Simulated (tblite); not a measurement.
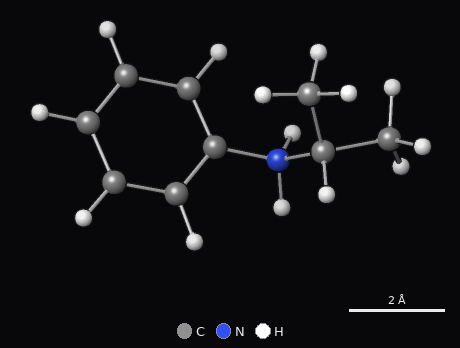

C₉H₁₄N (charge +1), before the relaxation. A ball-and-stick model, seen face on.

Level of theory: GFN2-xTB geometry optimisation, gas phase in tblite 0.8.0.

```xyz
24

C    -3.0457   -0.3449    0.1339
C    -1.6623    0.0551   -0.3712
C    -1.3306    1.2810    0.4639
N    -0.7023   -0.9859   -0.2183
C     0.6527   -0.5628   -0.1475
C     1.2644   -0.2673    1.0426
C     2.6004    0.1617    1.1059
C     3.3498    0.3015   -0.0419
C     2.7406    0.0005   -1.2584
C     1.4104   -0.4180   -1.2980
H    -3.0559   -0.1482    1.2358
H    -3.7726    0.4046   -0.2839
H    -3.3057   -1.3828   -0.0881
H    -1.7897    0.3309   -1.4422
H    -1.4726    0.9822    1.5284
H    -2.1774    1.9923    0.2564
H    -0.3537    1.6992    0.2433
H    -0.8185   -1.6354   -1.0516
H    -0.9616   -1.5647    0.6191
H     0.6697   -0.3816    1.9419
H     3.0379    0.3830    2.0557
H     4.3837    0.6328    0.0121
H     3.3468    0.1275   -2.1442
H     0.9804   -0.6409   -2.2861
```

> What does the optimiser find from here?

Over 139 geometry steps the energy falls by 0.720 eV. The largest move after the best rigid fit is that of H13, 1.03 Å. Largest moves by element: H 1.03 Å, C 0.48 Å, N 0.36 Å. Some distances before and after: C2–N4 1.424 → 1.513 Å, N4–C5 1.421 → 1.471 Å, C3–H16 1.125 → 1.086 Å, N4–H18 1.063 → 1.027 Å. Bond angles that change, for instance: C1–C2–C3 103.1° → 112.4°, H12–C1–H13 113.8° → 107.5°, H16–C3–H17 113.3° → 107.7°. Groups turn about C2–N4 by about 35°, C1–C2 by about 20°.

Final geometry:

```xyz
24

C    -3.0453   -0.4132   -0.3405
C    -1.6571    0.1981   -0.2595
C    -1.5775    1.3194    0.7595
N    -0.6807   -0.8916    0.1256
C     0.7355   -0.5153    0.0007
C     1.4578   -0.1789    1.1331
C     2.7882    0.1856    0.9998
C     3.3792    0.2140   -0.2528
C     2.6462   -0.1252   -1.3791
C     1.3169   -0.4940   -1.2567
H    -3.3607   -0.8019    0.6254
H    -3.7606    0.3475   -0.6386
H    -3.0899   -1.2122   -1.0774
H    -1.3440    0.5626   -1.2423
H    -1.8934    0.9780    1.7430
H    -2.2392    2.1263    0.4598
H    -0.5707    1.7238    0.8252
H    -0.8692   -1.7090   -0.4677
H    -0.8724   -1.1552    1.1008
H     0.9974   -0.2048    2.1096
H     3.3591    0.4442    1.8770
H     4.4149    0.4968   -0.3518
H     3.1072   -0.1075   -2.3537
H     0.7465   -0.7677   -2.1318
```

The end point in the same view:

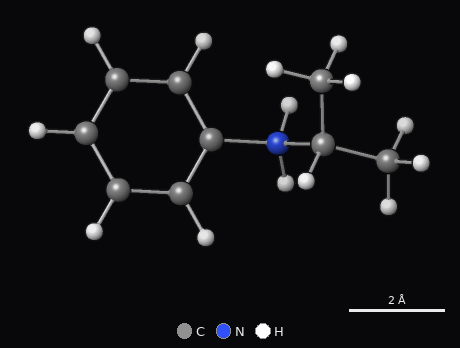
